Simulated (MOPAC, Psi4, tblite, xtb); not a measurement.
Intermolecular potential of CHN ··· H4Ge (SMILES C#N and [GeH4]), singlet. Monomers: optimised at B3LYP-D3(BJ) (def2-TZVP), held rigid. Orientation: a higher rigid-body minimum at GFN2-xTB. The monomers approach along the line of their centres of mass (distance R); nothing else relaxes.

Geometry at R = 4.01 Å (first 3 atoms: monomer A):
```
8

C     -0.0265     0.0009     0.0000
N      1.1189    -0.0425     0.0000
H     -1.0924     0.0416     0.0000
Ge    -2.7213    -0.8541     2.2020
H     -3.4839    -0.7822     0.8708
H     -1.5647    -1.8566     2.0760
H     -3.6760    -1.3112     3.3149
H     -2.1607     0.5337     2.5465
```

Computed with: PBE-D3(BJ)/def2-TZVP, counterpoise-corrected (Psi4); PBE/def2-TZVP, counterpoise-corrected (Psi4); GFN1-xTB (xtb); GFN2-xTB (tblite); PM7, restricted, heats of formation (MOPAC).

Interaction energies in kJ/mol (negative: bound); R is the distance of the centres of mass, d the H3···H5 distance.

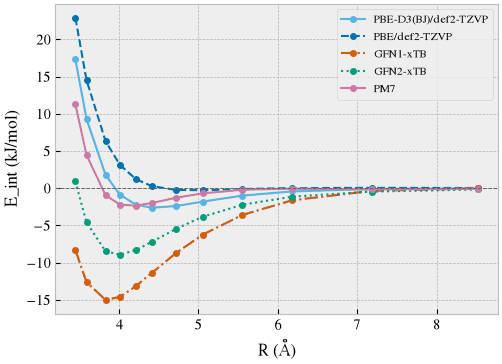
*Interaction energy against separation.*

```json
[
 {"R / Å": "3.45", "d / Å": "2.14", "PBE-D3(BJ)/def2-TZVP": "17.30", "PBE/def2-TZVP": "22.91", "GFN1-xTB": "-8.33", "GFN2-xTB": "0.91", "PM7": "11.27"},
 {"R / Å": "3.59", "d / Å": "2.27", "PBE-D3(BJ)/def2-TZVP": "9.30", "PBE/def2-TZVP": "14.52", "GFN1-xTB": "-12.61", "GFN2-xTB": "-4.58", "PM7": "4.45"},
 {"R / Å": "3.83", "d / Å": "2.50", "PBE-D3(BJ)/def2-TZVP": "1.78", "PBE/def2-TZVP": "6.31", "GFN1-xTB": "-15.02", "GFN2-xTB": "-8.48", "PM7": "-0.95"},
 {"R / Å": "4.01", "d / Å": "2.68", "PBE-D3(BJ)/def2-TZVP": "-0.87", "PBE/def2-TZVP": "3.14", "GFN1-xTB": "-14.60", "GFN2-xTB": "-8.92", "PM7": "-2.20"},
 {"R / Å": "4.21", "d / Å": "2.87", "PBE-D3(BJ)/def2-TZVP": "-2.21", "PBE/def2-TZVP": "1.23", "GFN1-xTB": "-13.17", "GFN2-xTB": "-8.31", "PM7": "-2.35"},
 {"R / Å": "4.41", "d / Å": "3.06", "PBE-D3(BJ)/def2-TZVP": "-2.62", "PBE/def2-TZVP": "0.28", "GFN1-xTB": "-11.40", "GFN2-xTB": "-7.23", "PM7": "-1.99"},
 {"R / Å": "4.72", "d / Å": "3.37", "PBE-D3(BJ)/def2-TZVP": "-2.40", "PBE/def2-TZVP": "-0.24", "GFN1-xTB": "-8.69", "GFN2-xTB": "-5.44", "PM7": "-1.28"},
 {"R / Å": "5.05", "d / Å": "3.69", "PBE-D3(BJ)/def2-TZVP": "-1.81", "PBE/def2-TZVP": "-0.27", "GFN1-xTB": "-6.26", "GFN2-xTB": "-3.85", "PM7": "-0.70"},
 {"R / Å": "5.55", "d / Å": "4.18", "PBE-D3(BJ)/def2-TZVP": "-1.00", "PBE/def2-TZVP": "-0.11", "GFN1-xTB": "-3.60", "GFN2-xTB": "-2.22", "PM7": "-0.21"},
 {"R / Å": "6.18", "d / Å": "4.80", "PBE-D3(BJ)/def2-TZVP": "-0.43", "PBE/def2-TZVP": "0.02", "GFN1-xTB": "-1.62", "GFN2-xTB": "-1.14", "PM7": "-0.06"},
 {"R / Å": "7.18", "d / Å": "5.80", "PBE-D3(BJ)/def2-TZVP": "-0.12", "PBE/def2-TZVP": "0.05", "GFN1-xTB": "-0.36", "GFN2-xTB": "-0.45", "PM7": "-0.17"},
 {"R / Å": "8.52", "d / Å": "7.13", "PBE-D3(BJ)/def2-TZVP": "-0.03", "PBE/def2-TZVP": "0.03", "GFN1-xTB": "-0.02", "GFN2-xTB": "-0.17", "PM7": "-0.07"}
]
```

Lowest grid point: PBE-D3(BJ)/def2-TZVP -2.62 kJ/mol at R = 4.41 Å; PBE/def2-TZVP -0.27 kJ/mol at R = 5.05 Å; GFN1-xTB -15.02 kJ/mol at R = 3.83 Å; GFN2-xTB -8.92 kJ/mol at R = 4.01 Å; PM7 -2.35 kJ/mol at R = 4.21 Å.
